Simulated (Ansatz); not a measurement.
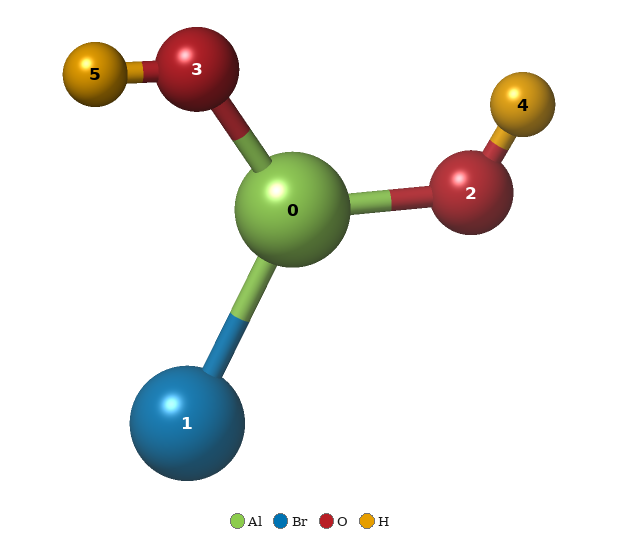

The structure as it stands in the input. Atoms are numbered from 0, in the order of the input.

The calculation was set up as follows.

```yaml
crystal:
  periodic: [false, false, false]
  atoms:
    - {symbol: Al, position_ang: [-0.519748, -0.329389, -0.220290]}
    - {symbol: Br, position_ang: [-0.556979, -2.417972, 0.589242]}
    - {symbol: O, position_ang: [0.093749, -0.091497, -1.766827]}
    - {symbol: O, position_ang: [-1.087433, 0.972863, 0.685141]}
    - {symbol: H, position_ang: [0.137963, 0.772721, -2.173731]}
    - {symbol: H, position_ang: [-1.444690, 0.880536, 1.566806]}
basis:
  gaussian: {orbitals: def2-TZVPP}
hamiltonian: {xc: {name: B97M-V}}
```

It was started with:

```sh
ansatz run in.yaml --threads 4 --pin off --events-out ev --progress --plain --max-ram 9574MiB
```

What the program printed:

```
Functional definition: B97M-V
  name "B97M-V"
  cite "Mardirossian & Head-Gordon, J. Chem. Phys. 142, 074111 (2015) doi:10.1063/1.4907719"
  cite "Becke, J. Chem. Phys. 107, 8554 (1997) doi:10.1063/1.475007"
  cite "Vydrov & Van Voorhis, J. Chem. Phys. 133, 244103 (2010) doi:10.1063/1.3521275"
  # Of w^i u^j: cxij and so on, Table III.
  parameter cx00 = 1.000
  parameter cx01 = 1.308
  parameter cx02 = 1.901
  parameter cx10 = 0.416
  parameter cx11 = 3.070
  parameter css00 = 1.000
  parameter css02 = -1.855
  parameter css10 = -5.668
  parameter css32 = -20.497
  parameter css42 = -20.364
  parameter cos00 = 1.000
  parameter cos01 = 1.573
  parameter cos03 = -6.298
  parameter cos10 = 2.535
  parameter cos32 = -6.427
  parameter b = 6.0
  parameter c = 0.01
  gx(w, u) = cx00 + cx01*u + cx02*u^2 + (cx10 + cx11*u)*w
  gss(w, u) = css00 + css02*u^2 + css10*w + (css32*w^3 + css42*w^4)*u^2
  gos(w, u) = cos00 + cos01*u + cos03*u^3 + cos10*w + cos32*w^3*u^2
  exchange = spin_sum(e_x_unif_s*gx(b97_w, b97_u_x))
  correlation = spin_sum(e_c_pw_mod_same_spin*gss(b97_w, b97_u_same))
      + integral(e_c_pw_mod_opposite_spin*gos(b97_w_opposite, b97_u_opposite)) + vv10(b, c)
1065 factors; their error is unknown
mean field evaluation 1: about -80749.7608 eV, gradient 8.5e1 eV
mean field evaluation 2: about -80699.4205 eV, gradient 1.7e2 eV
mean field evaluation 4: about -80761.6193 eV, gradient 7.8e0 eV
mean field evaluation 8: about -80761.7240 eV, gradient 7.8e-2 eV
mean field evaluation 16: about -80761.6947 eV, gradient 6.2e-5 eV
mean field -80761.69474816 eV, -2967.9375397521 hartree, gradient 6.2e-5 eV, S^2 0.000000; 0 other end points of the search recorded, 0 dependent functions left out
reference -80761.69480343 eV, -2967.9375417831 hartree; 33, 33 occupied and 147, 147 virtual orbitals, 1065 factors
Total energy: -80761.69480343 eV, -2967.9375417831 hartree
```
